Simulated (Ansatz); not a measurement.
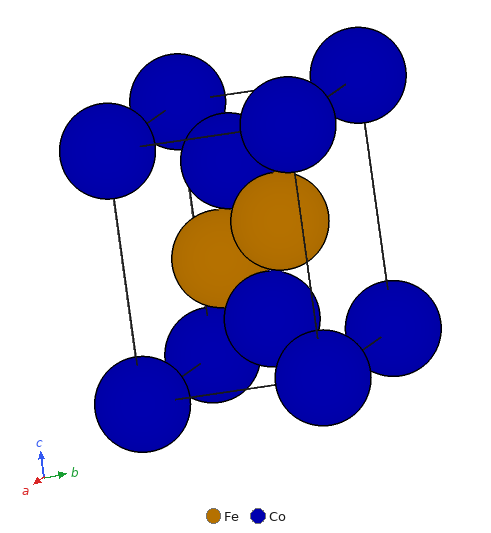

The crystal in a spheres-only representation, seen slightly off an axis. One cell (the run's own, in a reduced setting) is framed, with atoms on its boundary repeated.

```
CELL_PARAMETERS angstrom
-2.00669 3.47569 0.00000
-4.01338 0.00000 0.00000
-2.00669 1.15856 4.07546
ATOMIC_POSITIONS crystal
Fe 0.20039 0.20039 0.39884
Fe 0.79961 0.79961 0.60115
Co 0.39898 0.39898 0.80307
Co 0.00000 0.00000 0.00000
Co 0.60102 0.60102 0.19693
```

Level of theory and settings: DFT PBE, scalar-relativistic, plane waves, PAW (Ansatz), a basis cut at 420 eV, k-points about 0.16 Å⁻¹ apart, Gaussian smearing of 0.1 eV, collinear spins. The state is ferromagnetic.

**State the Bader charges by element.**

Fe +0.13 e; Co -0.09 e. Little charge moves, as in a metallic or covalent solid.

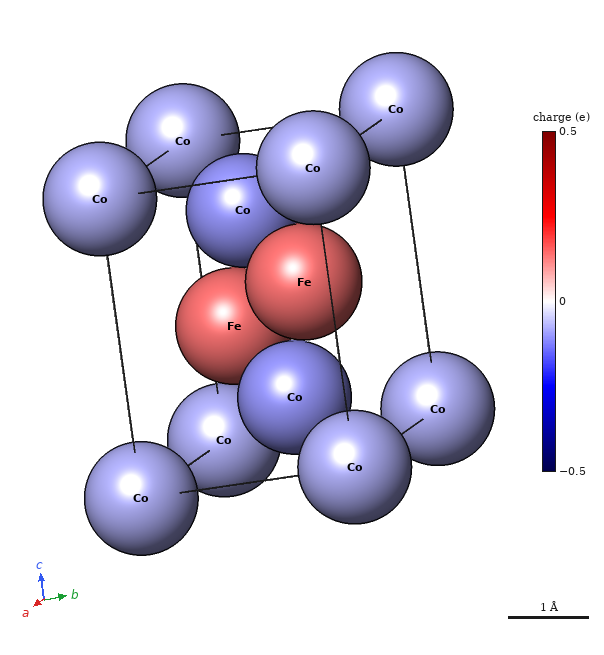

The atoms coloured by those charges.

The structure comes from a structure type filled with these elements by a generator (whether the compound takes this form wasn't checked). Earlier steps of the study, as a rule a relaxation of our own, may have changed the cell and positions, so they can lie some per cent off the listed ones. It was run through Ansatz as a DFT input.
